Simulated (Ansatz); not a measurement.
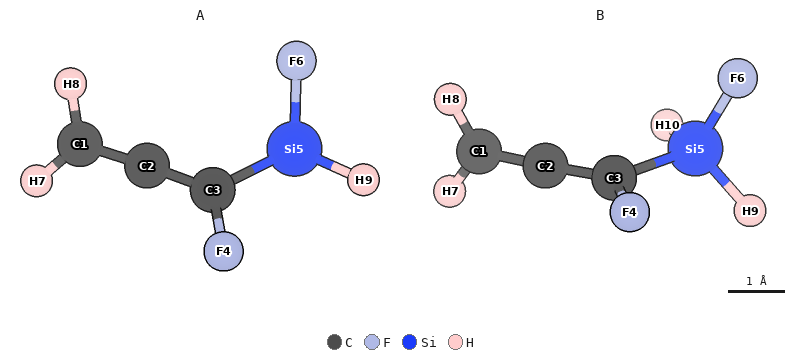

Two geometries of C3H4F2Si (coarse preliminary run), drawn at one scale. One is the start of a relaxation, the other its converged end. The picture is a ball-and-stick view, seen at a tilt.

The calculation used RKS PBE-D4/def2-SVP (Ansatz). Set-up: force threshold 0.03 eV/Å; at most 200 steps.

### Which of the two is the end point?

Structure B is the relaxed one. The start comes from a force field. The largest move after the best rigid fit is that of F4, 0.93 Å. Largest moves by element: F 0.93 Å, H 0.90 Å, C 0.37 Å, Si 0.03 Å. Among the contacts that change: C3–Si5 1.806 → 1.880 Å, C3–F4 1.438 → 1.365 Å, C1–H7 1.046 → 1.105 Å, Si5–H10 1.460 → 1.497 Å. Among the angles between lasting bonds that change: C2–C1–H8 116.5° → 121.4°, H7–C1–H8 120.6° → 117.0°, C3–Si5–H9 112.8° → 109.4°. Groups turn about C3–Si5 by about 55°. The energy falls by 25.5 kcal/mol in 15 accepted moves (16 points after the start). Largest force component: 3 eV/Å at the start, 0.03 eV/Å at the end. The line search rejected the trial step at point 14 of the run. Cost: 19 s on 4 threads of Arm Neoverse V1, on a shared host.
